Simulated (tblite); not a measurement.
Run report: C$_{6}$H$_{14}$Si$_{3}$, geometry relaxation (part 1 of 4)

The run: geometry relaxation of C$_{6}$H$_{14}$Si$_{3}$, SMILES C=CC[SiH2]C[SiH2]C#C[SiH3]. Method and program: GFN2-xTB geometry optimisation, gas phase (tblite 0.8.0).

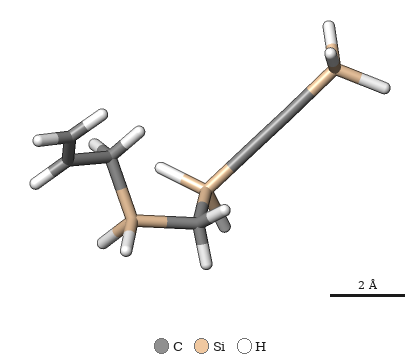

**Figure 1.** The structure as given in the input (stick view, seen at a tilt). Bond lengths as drawn: C–C 1.21 to 1.51 Å, C–H 1.07 to 1.12 Å, C–Si 1.83 to 1.87 Å and H–Si 1.45 to 1.51 Å.

### Summary

| quantity | value |
| --- | --- |
| outcome | converged |
| total energy | −681.8525 eV |
| hardware | 1 CPU thread, shared host |
| wall time | 6.1 s |
| peak memory | 0.19 GiB |

### Input file
```
{"job": {"kind": "relax", "xc": "GFN2-xTB", "basis": "xTB"}, "charge": 0, "multiplicity": 1}
C     -3.775300     1.513300     0.467800
C     -3.372100     0.520200    -0.333400
C     -1.893200     0.277500    -0.543500
Si    -1.585900    -1.440800     0.062300
C      0.194800    -1.731600     0.568200
Si     1.344300    -1.427300    -0.869600
C      2.554200    -0.174900    -0.280200
C      3.350900     0.643800     0.112600
Si     4.540600     1.905500     0.689100
H     -4.868500     1.661600     0.617000
H     -3.044500     2.143400     0.937700
H     -4.112800    -0.136100    -0.808100
H     -1.718900     0.277700    -1.622700
H     -1.284300     1.022200    -0.022200
H     -1.844600    -2.362400    -1.055800
H     -2.501100    -1.793900     1.207200
H      0.481000    -1.143200     1.469500
H      0.258500    -2.816700     0.854600
H      2.082000    -2.687400    -1.148300
H      0.653200    -0.996200    -2.073600
H      3.813100     2.762000     1.653000
H      5.670600     1.327200     1.387700
H      5.053300     2.683200    -0.440300
```

The first line tells a small driver script what to run in tblite; the rest is the geometry in Å.

Run as:
```bash
OMP_NUM_THREADS=1 python <driver script> task.json out
```

### Log
```
step      E/eV     max force
  0    -681.40607    1.773
  1    -681.56025    0.878
  2    -681.60673    0.829
  3    -681.63221    0.486
  4    -681.65104    0.989
  5    -681.66911    0.603
  6    -681.68073    0.240
  7    -681.69356    0.243
  8    -681.69993    0.243
  9    -681.70804    0.209
 10    -681.71321    0.219
 11    -681.71919    0.195
 12    -681.72504    0.220
 13    -681.73018    0.180
 14    -681.73332    0.128
 15    -681.73561    0.114
 16    -681.73820    0.153
 17    -681.74102    0.151
 18    -681.74351    0.140
 19    -681.74547    0.114
 20    -681.74711    0.120
 21    -681.74865    0.110
 22    -681.75002    0.080
 23    -681.75114    0.077
 24    -681.75209    0.085
 25    -681.75302    0.093
 26    -681.75396    0.066
 27    -681.75485    0.060
 28    -681.75565    0.058
 29    -681.75635    0.071
 30    -681.75695    0.058
 31    -681.75745    0.051
 32    -681.75784    0.045
 33    -681.75814    0.041
 34    -681.75836    0.030
 35    -681.75853    0.031
 36    -681.75868    0.031
 37    -681.75883    0.035
 38    -681.75898    0.030
 39    -681.75911    0.027
 40    -681.75922    0.028
 41    -681.75930    0.027
 42    -681.75939    0.024
 43    -681.75950    0.025
 44    -681.75964    0.033
 45    -681.75979    0.031
 46    -681.75991    0.028
 47    -681.76003    0.026
 48    -681.76018    0.028
 49    -681.76042    0.046
 50    -681.76073    0.056
 51    -681.76101    0.043
 52    -681.76122    0.029
 53    -681.76140    0.031
 54    -681.76160    0.038
 55    -681.76186    0.045
 56    -681.76213    0.037
 57    -681.76238    0.039
 58    -681.76264    0.035
 59    -681.76295    0.049
 60    -681.76328    0.044
 61    -681.76352    0.030
 62    -681.76368    0.034
 63    -681.76383    0.039
 64    -681.76406    0.053
 65    -681.76436    0.047
 66    -681.76461    0.035
 67    -681.76478    0.045
 68    -681.76493    0.031
 69    -681.76508    0.029
 70    -681.76519    0.016
 71    -681.76529    0.020
 72    -681.76536    0.022
 73    -681.76544    0.024
 74    -681.76554    0.019
 75    -681.76562    0.016
 76    -681.76567    0.014
 77    -681.76572    0.014
 78    -681.76578    0.018
 79    -681.76586    0.027
 80    -681.76597    0.031
 81    -681.76611    0.032
 82    -681.76631    0.042
 83    -681.76653    0.040
 84    -681.76674    0.039
 85    -681.76695    0.048
 86    -681.76719    0.043
 87    -681.76748    0.046
 88    -681.76779    0.042
 89    -681.76807    0.036
 90    -681.76829    0.029
 91    -681.76849    0.036
 92    -681.76873    0.039
 93    -681.76890    0.073
 94    -681.76923    0.044
 95    -681.76954    0.032
 96    -681.76997    0.031
 97    -681.77014    0.030
 98    -681.77047    0.034
 99    -681.77074    0.033
100    -681.77101    0.028
101    -681.77122    0.028
102    -681.77139    0.026
103    -681.77157    0.027
104    -681.77178    0.023
105    -681.77196    0.024
106    -681.77209    0.034
107    -681.77222    0.028
108    -681.77242    0.035
109    -681.77267    0.041
110    -681.77290    0.033
111    -681.77305    0.041
112    -681.77309    0.075
113    -681.77319    0.026
114    -681.77339    0.066
115    -681.77369    0.106
116    -681.77400    0.114
117    -681.77422    0.042
118    -681.77436    0.039
119    -681.77452    0.072
120    -681.77489    0.101
121    -681.77531    0.090
122    -681.77569    0.042
123    -681.77598    0.045
124    -681.77626    0.060
125    -681.77661    0.074
126    -681.77717    0.062
127    -681.77772    0.034
128    -681.77811    0.051
129    -681.77846    0.056
130    -681.77883    0.043
131    -681.77942    0.036
132    -681.77969    0.042
133    -681.78020    0.044
134    -681.78051    0.044
135    -681.78075    0.026
136    -681.78091    0.026
137    -681.78109    0.026
138    -681.78135    0.038
139    -681.78163    0.040
140    -681.78192    0.039
141    -681.78216    0.040
142    -681.78237    0.047
143    -681.78262    0.039
144    -681.78289    0.040
145    -681.78323    0.041
146    -681.78351    0.057
147    -681.78380    0.066
148    -681.78403    0.053
149    -681.78430    0.028
150    -681.78449    0.033
151    -681.78470    0.037
152    -681.78487    0.041
153    -681.78506    0.043
154    -681.78537    0.042
155    -681.78571    0.035
156    -681.78605    0.030
157    -681.78636    0.058
158    -681.78664    0.051
159    -681.78696    0.042
160    -681.78726    0.035
161    -681.78745    0.036
162    -681.78765    0.044
163    -681.78789    0.038
164    -681.78809    0.036
165    -681.78823    0.066
166    -681.78847    0.035
167    -681.78874    0.031
168    -681.78908    0.037
169    -681.78939    0.039
170    -681.78985    0.040
171    -681.79041    0.048
172    -681.79068    0.069
173    -681.79099    0.096
174    -681.79144    0.041
175    -681.79165    0.029
176    -681.79190    0.041
177    -681.79210    0.049
178    -681.79237    0.049
179    -681.79274    0.035
180    -681.79301    0.028
181    -681.79312    0.037
182    -681.79322    0.037
183    -681.79335    0.021
184    -681.79344    0.021
185    -681.79360    0.020
186    -681.79373    0.022
187    -681.79387    0.020
188    -681.79398    0.023
189    -681.79412    0.026
190    -681.79429    0.033
191    -681.79451    0.033
192    -681.79473    0.033
193    -681.79496    0.038
194    -681.79527    0.037
195    -681.79567    0.036
196    -681.79609    0.039
197    -681.79646    0.046
198    -681.79682    0.052
199    -681.79733    0.076
200    -681.79808    0.081
201    -681.79895    0.090
202    -681.79985    0.094
203    -681.80081    0.055
204    -681.80161    0.062
205    -681.80228    0.058
206    -681.80328    0.074
207    -681.80429    0.058
208    -681.80532    0.071
209    -681.80621    0.094
210    -681.80646    0.077
211    -681.80750    0.047
212    -681.80800    0.044
213    -681.80878    0.061
214    -681.80933    0.057
215    -681.81003    0.120
216    -681.81045    0.217
217    -681.81128    0.092
218    -681.81233    0.129
219    -681.81365    0.162
220    -681.81565    0.148
221    -681.81738    0.101
222    -681.81912    0.147
223    -681.82116    0.103
224    -681.82233    0.131
225    -681.82434    0.080
226    -681.82548    0.140
227    -681.82680    0.183
228    -681.82817    0.112
229    -681.82942    0.086
230    -681.83032    0.124
231    -681.83139    0.087
232    -681.83218    0.189
233    -681.83301    0.088
234    -681.83418    0.070
235    -681.83517    0.098
236    -681.83613    0.079
237    -681.83703    0.058
238    -681.83772    0.072
239    -681.83844    0.061
240    -681.83924    0.054
241    -681.84011    0.063
242    -681.84052    0.047
243    -681.84096    0.046
244    -681.84129    0.061
245    -681.84170    0.043
246    -681.84204    0.041
247    -681.84231    0.033
248    -681.84259    0.043
249    -681.84293    0.041
250    -681.84343    0.075
251    -681.84399    0.038
252    -681.84444    0.041
253    -681.84470    0.034
254    -681.84493    0.032
255    -681.84529    0.030
256    -681.84576    0.043
257    -681.84628    0.051
258    -681.84687    0.051
259    -681.84739    0.049
260    -681.84779    0.049
261    -681.84811    0.044
262    -681.84839    0.035
263    -681.84861    0.032
264    -681.84881    0.037
265    -681.84906    0.034
266    -681.84935    0.035
267    -681.84963    0.029
268    -681.84984    0.028
269    -681.85001    0.029
270    -681.85023    0.032
271    -681.85056    0.042
272    -681.85097    0.041
273    -681.85133    0.036
274    -681.85156    0.028
275    -681.85172    0.030
276    -681.85186    0.029
277    -681.85199    0.025
278    -681.85211    0.026
279    -681.85221    0.025
280    -681.85230    0.016
281    -681.85236    0.018
282    -681.85241    0.018
283    -681.85246    0.018
284    -681.85249    0.011
285    -681.85252    0.012
286    -681.85254    0.009
```

### Trajectory as extended XYZ (Å, eV, eV/Å), 36 of the 287 frames kept, from step=0 to step=286
```
23
Properties=species:S:1:pos:R:3:forces:R:3 step=0 energy=-681.40607
C    -3.7753    1.5133    0.4678   -1.0280  -1.0080  -0.7830
C    -3.3721    0.5202   -0.3334    0.2100   1.0680   0.6300
C    -1.8932    0.2775   -0.5435   -1.1850   0.4340  -0.4700
Si   -1.5859   -1.4408    0.0623   -0.4330  -1.4450   0.9310
C     0.1948   -1.7316    0.5682   -0.0350  -0.7880   1.2760
Si    1.3443   -1.4273   -0.8696    0.7730  -0.5400  -0.2760
C     2.5542   -0.1749   -0.2802   -0.0200   0.0130  -0.1890
C     3.3509    0.6438    0.1126    0.0000  -0.0870  -0.0780
Si    4.5406    1.9055    0.6891    0.0510   0.6990   0.3490
H    -4.8685    1.6616    0.6170    1.1660   0.1470   0.1170
H    -3.0445    2.1434    0.9377   -0.2670   0.1900   0.1450
H    -4.1128   -0.1361   -0.8081    0.6390   0.2850   0.1120
H    -1.7189    0.2777   -1.6227    0.2500   0.3460   0.1370
H    -1.2843    1.0222   -0.0222   -0.2490  -0.0200  -0.3530
H    -1.8446   -2.3624   -1.0558   -0.1410  -0.0710   0.0210
H    -2.5011   -1.7939    1.2072    0.3340   0.1440  -0.4370
H     0.4810   -1.1432    1.4695   -0.2090  -0.4370  -0.6230
H     0.2585   -2.8167    0.8546    0.0210   0.9980  -0.0790
H     2.0820   -2.6874   -1.1483   -0.0650   0.2310  -0.0540
H     0.6532   -0.9962   -2.0736   -0.0250   0.1600  -0.2470
H     3.8131    2.7620    1.6530    0.0760  -0.0570  -0.1850
H     5.6706    1.3272    1.3877    0.2210  -0.2710   0.1260
H     5.0533    2.6832   -0.4403   -0.0860   0.0110  -0.0700
23
Properties=species:S:1:pos:R:3:forces:R:3 step=8 energy=-681.69993
C    -3.8049    1.5207    0.4640    0.0990  -0.0260  -0.0410
C    -3.3670    0.5632   -0.3382   -0.1650   0.1320   0.1210
C    -1.9330    0.2559   -0.5595   -0.0550   0.0600   0.0620
Si   -1.6162   -1.5115    0.0859    0.0220  -0.0240   0.0300
C     0.1921   -1.7721    0.5824   -0.0230   0.0550  -0.1590
Si    1.3863   -1.4561   -0.8747   -0.0020  -0.1170   0.0740
C     2.5786   -0.1610   -0.3127    0.2000   0.1240   0.0500
C     3.3732    0.6544    0.1063   -0.1170  -0.1320  -0.0900
Si    4.5557    1.9369    0.7148   -0.0240   0.0580   0.0190
H    -4.8507    1.6990    0.6550    0.0400  -0.0330  -0.0570
H    -3.1095    2.1812    0.9670   -0.1170  -0.0800  -0.0530
H    -4.0560   -0.1129   -0.8311   -0.0530   0.1380  -0.0130
H    -1.6961    0.3121   -1.6211   -0.0300  -0.0790  -0.0670
H    -1.3248    1.0079   -0.0643    0.1320   0.0040   0.1190
H    -1.8884   -2.4077   -1.0499   -0.1100  -0.0920   0.0710
H    -2.5144   -1.8034    1.2160    0.0420  -0.0040  -0.0720
H     0.4651   -1.1638    1.4417   -0.0340   0.0780  -0.0210
H     0.2874   -2.8034    0.9051    0.0540  -0.1230   0.0480
H     2.1104   -2.7006   -1.1778    0.0420   0.0520  -0.0350
H     0.6818   -0.9832   -2.0770    0.0840   0.0100   0.0190
H     3.8088    2.7897    1.6503    0.0700   0.0030  -0.0450
H     5.6820    1.2899    1.3954   -0.0340  -0.0150  -0.0070
H     5.0349    2.6921   -0.4488   -0.0210   0.0100   0.0500
23
Properties=species:S:1:pos:R:3:forces:R:3 step=16 energy=-681.73820
C    -3.8209    1.5419    0.4703    0.0780   0.0070  -0.0090
C    -3.3729    0.5938   -0.3345   -0.1200   0.0160   0.0930
C    -1.9439    0.2455   -0.5420   -0.0570   0.0210  -0.0070
Si   -1.6252   -1.5362    0.0738   -0.0300  -0.0400   0.0450
C     0.1914   -1.7918    0.5583    0.0180   0.0760  -0.1050
Si    1.4238   -1.4817   -0.8680   -0.0180  -0.0410  -0.0290
C     2.6209   -0.1830   -0.3236    0.0840   0.0650   0.0980
C     3.3858    0.6603    0.0921   -0.0600  -0.0600  -0.0190
Si    4.5543    1.9471    0.7165    0.0050   0.0510  -0.0010
H    -4.8737    1.7084    0.6342    0.0710   0.0390  -0.0610
H    -3.1416    2.1962    0.9957   -0.0520  -0.0470   0.0410
H    -4.0820   -0.0344   -0.8584    0.0120  -0.0250  -0.0410
H    -1.7155    0.2927   -1.6057    0.0370  -0.0100  -0.0810
H    -1.3042    0.9717   -0.0423    0.0230  -0.0070   0.0570
H    -1.9740   -2.4746   -1.0011   -0.0220  -0.0340  -0.0520
H    -2.5090   -1.8145    1.2101   -0.0090  -0.0050   0.0920
H     0.4332   -1.1384    1.3947    0.0230   0.0340   0.0220
H     0.3132   -2.8076    0.9279   -0.0220  -0.0260  -0.0070
H     2.1656   -2.7030   -1.2087    0.0110  -0.0130   0.0280
H     0.7460   -0.9733   -2.0666   -0.0040   0.0100  -0.0550
H     3.8322    2.8219    1.6487    0.0180  -0.0330  -0.0130
H     5.6636    1.2694    1.3951   -0.0120   0.0180  -0.0080
H     5.0280    2.7165   -0.4374    0.0250   0.0040   0.0120
23
Properties=species:S:1:pos:R:3:forces:R:3 step=25 energy=-681.75302
C    -3.8216    1.5497    0.4724    0.0130   0.0220  -0.0010
C    -3.3822    0.6005   -0.3356   -0.0730   0.0180   0.0540
C    -1.9588    0.2232   -0.5318   -0.0540   0.0200   0.0210
Si   -1.6530   -1.5614    0.0801    0.0360   0.0030   0.0130
C     0.1802   -1.7806    0.5221    0.0530   0.0080  -0.0320
Si    1.4411   -1.4864   -0.8826   -0.0260  -0.0140  -0.0150
C     2.6410   -0.2044   -0.2953    0.0090   0.0660  -0.0080
C     3.3894    0.6644    0.0963   -0.0210  -0.0340  -0.0090
Si    4.5560    1.9598    0.7098    0.0160   0.0110   0.0210
H    -4.8718    1.7594    0.5904    0.0110  -0.0180  -0.0140
H    -3.1533    2.1715    1.0477    0.0280  -0.0520  -0.0310
H    -4.0953   -0.0006   -0.8866    0.0130   0.0240  -0.0400
H    -1.7217    0.2787   -1.5956    0.0380  -0.0060   0.0070
H    -1.3096    0.9278   -0.0113    0.0000   0.0090  -0.0050
H    -2.0252   -2.5077   -0.9822   -0.0210  -0.0130  -0.0020
H    -2.4909   -1.8220    1.2583    0.0010  -0.0080   0.0180
H     0.4280   -1.1145    1.3484   -0.0280   0.0210   0.0250
H     0.3122   -2.7891    0.9086    0.0050  -0.0460   0.0080
H     2.1924   -2.7101   -1.1988   -0.0190   0.0010   0.0180
H     0.7906   -0.9714   -2.0953    0.0180   0.0010  -0.0230
H     3.8417    2.8283    1.6513   -0.0100  -0.0050  -0.0130
H     5.6580    1.2752    1.3906    0.0250   0.0070   0.0020
H     5.0479    2.7367   -0.4318   -0.0120  -0.0170   0.0050
23
Properties=species:S:1:pos:R:3:forces:R:3 step=33 energy=-681.75814
C    -3.8244    1.5510    0.4696    0.0170  -0.0040   0.0050
C    -3.3946    0.6015   -0.3422   -0.0200   0.0240  -0.0050
C    -1.9713    0.2141   -0.5181   -0.0070   0.0050  -0.0090
Si   -1.6592   -1.5705    0.0886    0.0180  -0.0080   0.0130
C     0.1810   -1.7799    0.5092    0.0190   0.0200  -0.0240
Si    1.4440   -1.4793   -0.8939   -0.0270  -0.0130   0.0070
C     2.6344   -0.1877   -0.3028    0.0090   0.0040  -0.0060
C     3.3949    0.6644    0.1024   -0.0240  -0.0280  -0.0180
Si    4.5623    1.9591    0.7165   -0.0010   0.0030  -0.0020
H    -4.8695    1.7885    0.5768    0.0130  -0.0140  -0.0020
H    -3.1392    2.1372    1.0612   -0.0110  -0.0030   0.0010
H    -4.1045    0.0262   -0.9232    0.0030   0.0080  -0.0150
H    -1.7153    0.2686   -1.5771    0.0140  -0.0010  -0.0260
H    -1.3251    0.9184    0.0068   -0.0070  -0.0010   0.0230
H    -2.0527   -2.5184   -0.9652   -0.0090  -0.0040   0.0050
H    -2.4713   -1.8304    1.2853   -0.0080  -0.0050   0.0080
H     0.4165   -1.1068    1.3345    0.0130  -0.0090   0.0110
H     0.3215   -2.7877    0.8988    0.0060   0.0070  -0.0050
H     2.1892   -2.7148   -1.1825   -0.0050   0.0320   0.0020
H     0.8198   -0.9726   -2.1259    0.0020  -0.0140   0.0230
H     3.8354    2.8280    1.6469    0.0030  -0.0020   0.0120
H     5.6746    1.2854    1.3914    0.0040   0.0030   0.0160
H     5.0487    2.7328   -0.4283   -0.0010   0.0010  -0.0140
```
